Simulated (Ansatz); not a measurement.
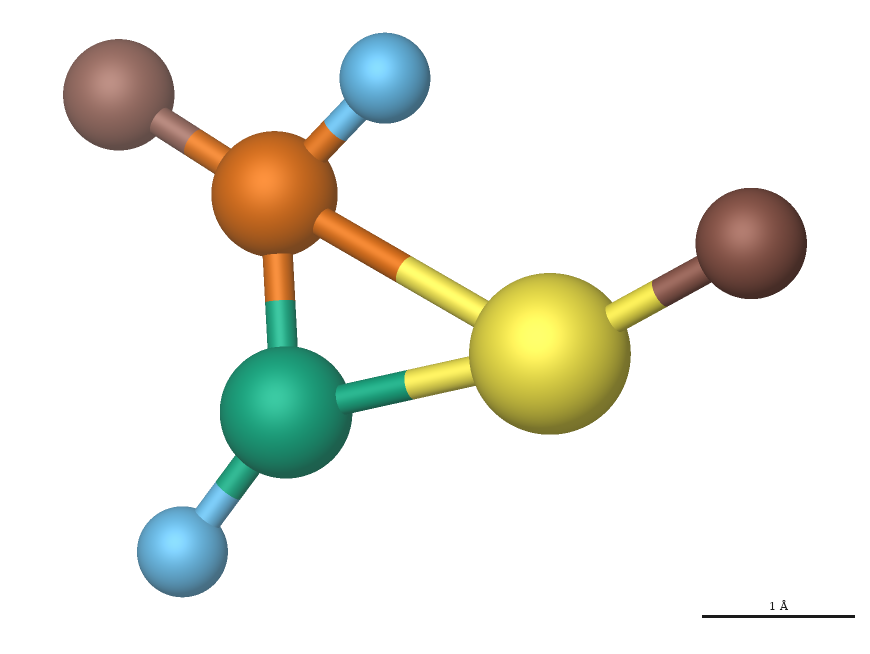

A ball-and-stick model of a molecule. Every bond is drawn as one stick, whatever its order. Colours: fluorine brown, carbon orange, boron teal, aluminium yellow, hydrogen blue.

Computed geometry: PBE0-D4/def2-TZVP optimisation.

**Count the atoms of each element.**

CH₂AlBF₂, 7 atoms: 1 carbon, 2 hydrogen, 1 aluminium, 1 boron and 2 fluorine.

**How many atoms are distinct by symmetry?**

7: 1 F, 1 C, 1 B, 1 Al, 1 F, 1 H, 1 H.

**Name functional groups in it.**

Among them: C–F bond, B–H bond.

More results for the same structure follow; atom numbers are the same in all pictures, views and colours differ.

## Dipole moment

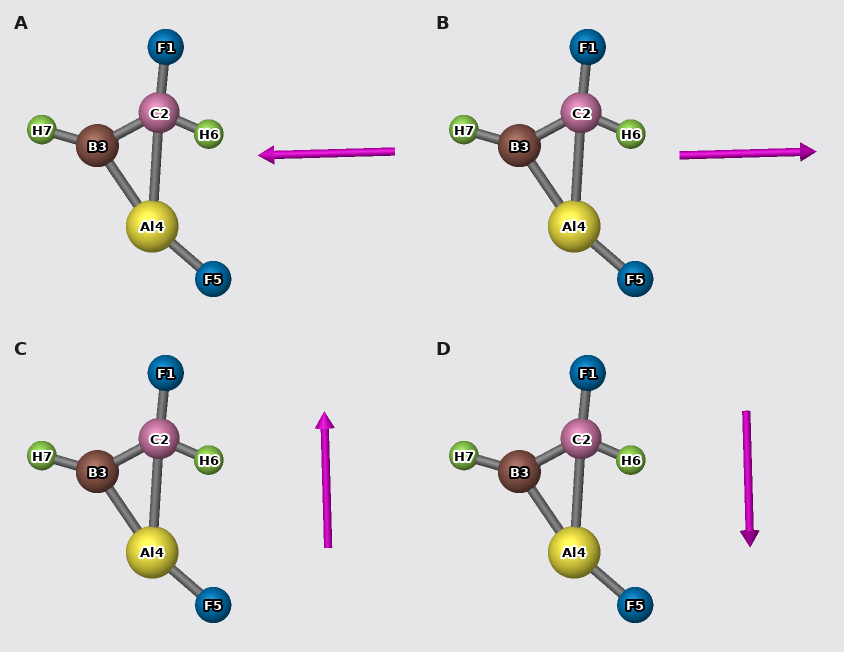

The same molecule four times, each with an arrow. Level of theory: RKS PBE0-D4/def2-TZVP (Ansatz 0.2.0).

**Which arrow points along the dipole moment, from the negative to the positive end?**

D. The dipole moment is 2.52 D; it points from the side of F1 to the side of F5 (the outermost atoms at the two ends).

## Electronic properties

Level of theory: RKS BLYP-D4/def2-TZVPP (Ansatz 0.2.0).

**Give the HOMO–LUMO gap at this level.**

2.98 eV.

**Estimate the HOMO energy (Kohn–Sham orbital).**

−5.68 eV.

**What is the dispersion correction?**

−25.9 kJ/mol.

## Charges

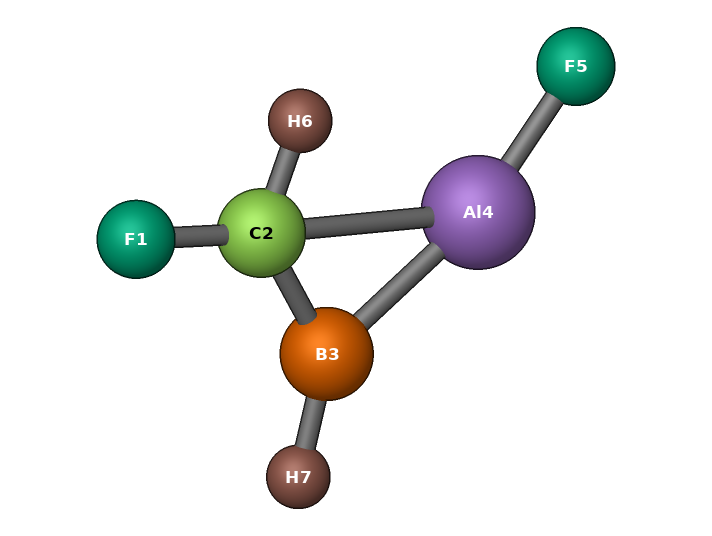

The questions are on Mulliken charges. Method: RKS B3LYP-D4/def2-TZVPP (Ansatz 0.2.0).

**Which atom carries the highest charge (most positive or least negative)?**

Al4 (0.43 e).

**And the lowest?**

F5 (−0.30 e).

List the Mulliken charges.

| atom | value (e) |
| --- | --- |
| F1 | −0.19 |
| C2 | 0.09 |
| B3 | −0.16 |
| Al4 | 0.43 |
| F5 | −0.30 |
| H6 | 0.08 |
| H7 | 0.05 |

## Thermal motion

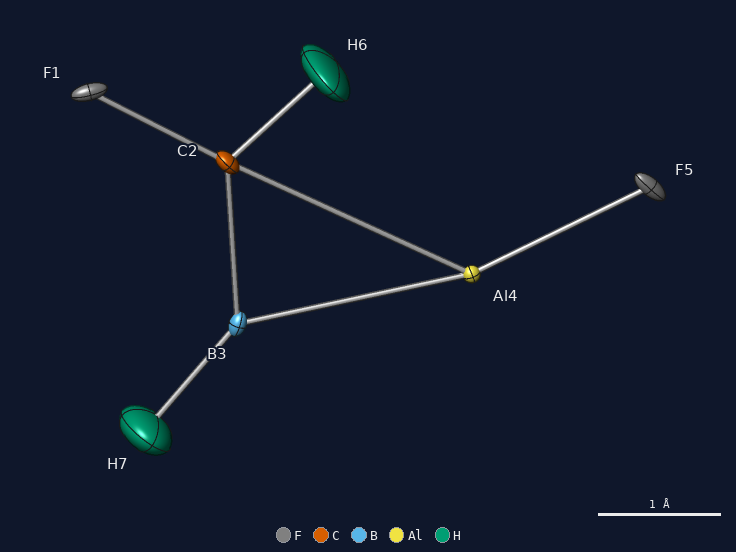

Displacement ellipsoids at the 50 % level, from the internal vibrations of the free molecule (harmonic, no overall translation or rotation; no half-axis is drawn under 0.075 Å). Vibrations computed with RKS PBE0-D4/def2-TZVP (Ansatz 0.2.0). Temperature: 100 K.

**Which atom has the largest mean-square displacement?**

H6, with U_eq = 0.0367 Å².

**Does H6 move more along its bond or across it?**

Across it: the root-mean-square amplitude is 0.084 Å along the bond and up to 0.274 Å across, since bending and torsion are softer than stretching.

Give the displacement parameters, one line for each set of equivalent atoms.

| atom | U_eq (Å²) | rms amplitudes (Å) |
| --- | --- | --- |
| F1 | 0.0042 | 0.031, 0.040, 0.100 |
| C2 | 0.0048 | 0.043, 0.078, 0.079 |
| B3 | 0.0034 | 0.043, 0.055, 0.073 |
| Al4 | 0.0021 | 0.042, 0.043, 0.051 |
| F5 | 0.0048 | 0.029, 0.040, 0.109 |
| H6 | 0.0367 | 0.083, 0.168, 0.274 |
| H7 | 0.0277 | 0.102, 0.157, 0.220 |

Mulliken values depend strongly on the basis set and can even reverse the polarity of a bond.
